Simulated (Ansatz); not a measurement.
## Convergence study of the k-point mesh for MoCl6 (P31m, 7 atoms in the cell)

```
CELL_PARAMETERS angstrom
      6.15496     0.00000     0.00000
     -3.07748     5.33035     0.00000
      0.00000     0.00000     5.64892
ATOMIC_POSITIONS crystal
  Mo 0.00000 0.00000 0.50885
  Cl 0.30361 0.30361 0.26629
  Cl 0.69639 0.69639 0.73371
  Cl 0.69639 0.00000 0.26629
  Cl 0.30361 0.00000 0.73371
  Cl 0.00000 0.69639 0.26629
  Cl 0.00000 0.30361 0.73371
```

Level of theory: LDA (PW92), default PAW files made with PBE (plane waves; Ansatz, an electronic-structure program).

Base settings: basis.ecutwfc = 30.9 Ry; kpoints.mp_grid.grid = 5 5 5; hamiltonian.xc = lda; hamiltonian.pseudopotentials = {kind: paw} (the program's default PAW files); scf.occupations.method = fixed.

The second cell is the first with its lattice scaled by 0.98.

Only quantities that move along the ladder and can be compared are tabulated.

The count of work is k-points × plane waves × bands × iterations; it is no time. Core times come from one kind of shared machine, to one figure; runs under 30 s give none.

The starting cell comes from a database of computed structures (which also holds hypothetical and non-ambient phases and stackings), without a prior relaxation at this level. Its lattice was rescaled by up to half a per cent. One atom was moved a little off its site on purpose. Ansatz's pressure includes its estimate of the finite-basis (Pulay) stress.

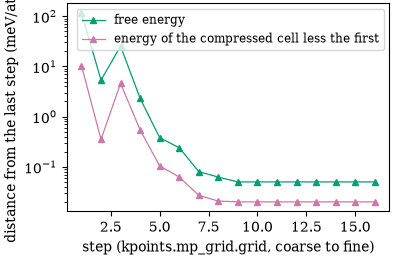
Fig. 1. Distance from the last step along the ladder; very small values are drawn at a floor.

| kpoints.mp_grid.grid | free energy less the last step's (meV/atom) | energy of the compressed cell less the first (meV/atom) | pressure (GPa) | largest difference of a force vector from the last step's (eV/Å) | gap on the mesh (eV) | count of work / last | core time / last (rough) |
|---|---|---|---|---|---|---|---|
| 1 1 1 | 117.00 | 8.79 | -1.01 | 0.632 | 0.800 | 0.0038 | – |
| 2 2 1 | 5.33 | -1.28 | -2.00 | 0.276 | 0.840 | 0.0085 | – |
| 2 2 2 | 25.31 | 2.94 | -1.60 | 0.071 | 0.932 | 0.015 | – |
| 3 3 3 | 2.31 | -1.09 | -1.97 | 0.010 | 0.922 | 0.027 | – |
| 4 4 4 | 0.38 | -1.53 | -2.01 | 0.003 | 0.993 | 0.049 | – |
| 5 5 4 | 0.24 | -1.57 | -2.01 | 0.004 | 0.957 | 0.064 | – |
| 5 5 5 | 0.08 | -1.61 | -2.02 | 0.001 | 0.959 | 0.072 | – |
| 6 6 5 | 0.06 | -1.61 | -2.02 | 0.001 | 0.934 | 0.10 | – |
| 6 6 6 | 0.02 | -1.63 | -2.02 | 0.000 | 0.934 | 0.13 | – |
| 7 7 6 | 0.01 | -1.63 | -2.02 | 0.000 | 0.954 | 0.15 | – |
| 7 7 7 | 0.00 | -1.63 | -2.02 | 0.000 | 0.954 | 0.17 | – |
| 8 8 8 | 0.00 | -1.64 | -2.02 | 0.000 | 0.946 | 0.25 | 0.4 |
| 9 9 9 | 0.00 | -1.64 | -2.02 | 0.000 | 0.935 | 0.33 | 0.3 |
| 10 10 9 | 0.00 | -1.64 | -2.02 | 0.000 | 0.944 | 0.39 | 0.5 |
| 11 11 10 | 0.00 | -1.64 | -2.02 | 0.000 | 0.941 | 0.52 | 0.6 |
| 12 12 12 | 0.00 | -1.64 | -2.02 | 0.000 | 0.935 | 0.73 | 1 |
| 14 14 13 | 0.00 | -1.64 | -2.02 | 0.000 | 0.938 | 1.0 | 1 |

Coarsest kpoints.mp_grid.grid that holds the energy of the compressed cell less the first within 1 meV/atom of the last step, with all finer ones: 3 3 3, at 0.027 of the last step's count of work; the step before is off by 4.6 meV/atom.

Coarsest kpoints.mp_grid.grid that holds the free energy within 0.5 meV/atom of the last step, with all finer ones: 4 4 4, at 0.049 of the last step's count of work; the step before is off by 2.3 meV/atom.

Coarsest kpoints.mp_grid.grid that holds the forces within 0.005 eV/Å of the last step, with all finer ones: 4 4 4, at 0.049 of the last step's count of work; the step before is off by 0.010 eV/Å.

The energy difference between the two cells stays within 1 meV/atom of the last step's from 3 3 3 on, the total only from 4 4 4 on: much of the error is common to both cells and cancels.

The gap on the mesh jumps up and down from mesh to mesh; it is no smooth measure of convergence.

Keys are those of Ansatz 0.2.
